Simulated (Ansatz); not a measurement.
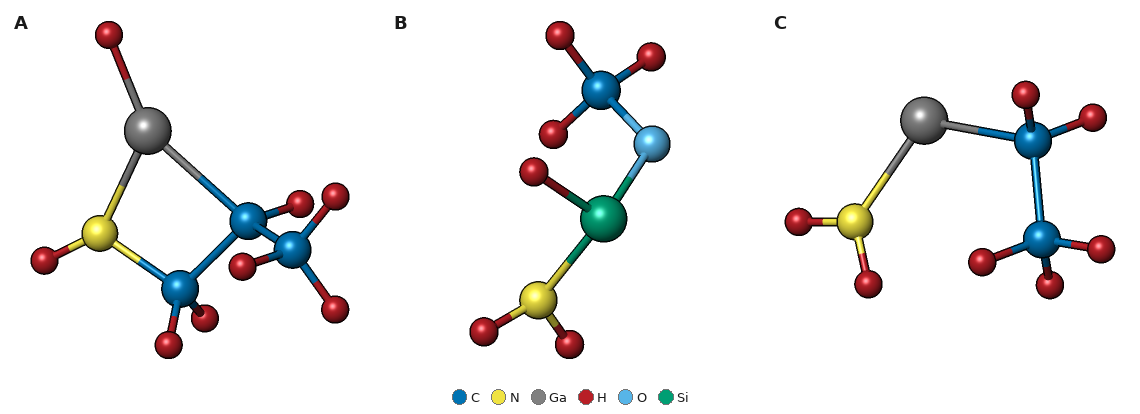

Simulated data, not a measurement (program: Ansatz).

```xyz
11
charge 0, multiplicity 2
C    -0.7267    1.0548    0.2220
C    -0.3886   -0.0670    1.1929
Ga    0.7757   -1.4787    0.3514
N     1.2400   -1.1836   -1.3996
H    -1.2676    0.6848   -0.6530
H    -1.3581    1.8166    0.6923
H     0.1715    1.5616   -0.1409
H    -1.2875   -0.5680    1.5625
H     0.1431    0.3053    2.0730
H     0.9479   -0.3804   -1.9348
H     1.8156   -1.8022   -1.9453
```

Which panel shows the molecule in this file?

C. The file holds C2H7GaN, `C[CH2][Ga][NH2]`.
